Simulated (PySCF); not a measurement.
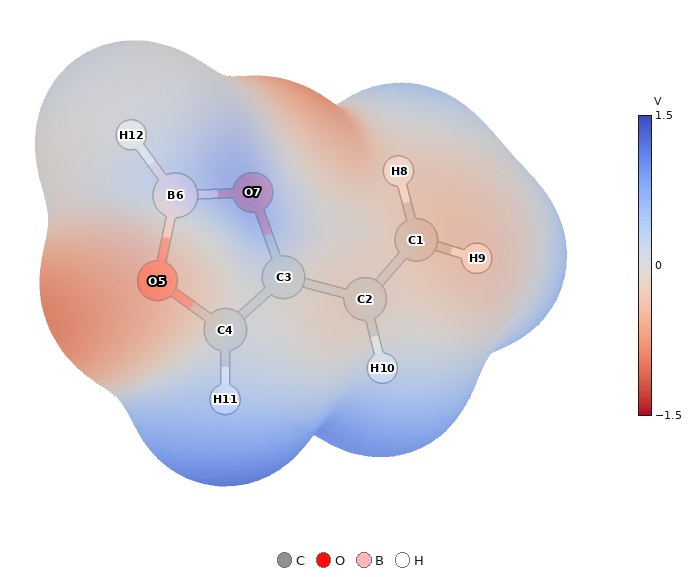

Figure 1: C4H5BO2 (SMILES C=CC1=COBO1). The electrostatic potential painted on the density surface at 0.001 e/bohr³, seen at a tilt; the colour scale runs from red (negative) to blue (positive).

Geometry: GFN2-xTB.

The calculation used PySCF 2.14.0, B3LYP/def2-SVPD, SCF density, gas phase.

```xyz
12

C    -2.1094   -0.4160    0.7238
C    -1.3384    0.2907   -0.0951
C     0.0985    0.1725   -0.1462
C     1.0028    0.8185   -0.9171
O     2.2524    0.3859   -0.6226
B     2.0956   -0.5569    0.3628
O     0.7724   -0.6972    0.6650
H    -1.6832   -1.1305    1.4070
H    -3.1787   -0.3020    0.7351
H    -1.7535    1.0113   -0.7854
H     0.8854    1.5690   -1.6730
H     2.9574   -1.1459    0.8639
```

Describe the electrostatic potential map.

The most negative region (about −0.9 V) lies over O5, the most positive (about +1.1 V) over H11.

How polar is the molecule by this calculation?

Its dipole moment is 1.40 D.
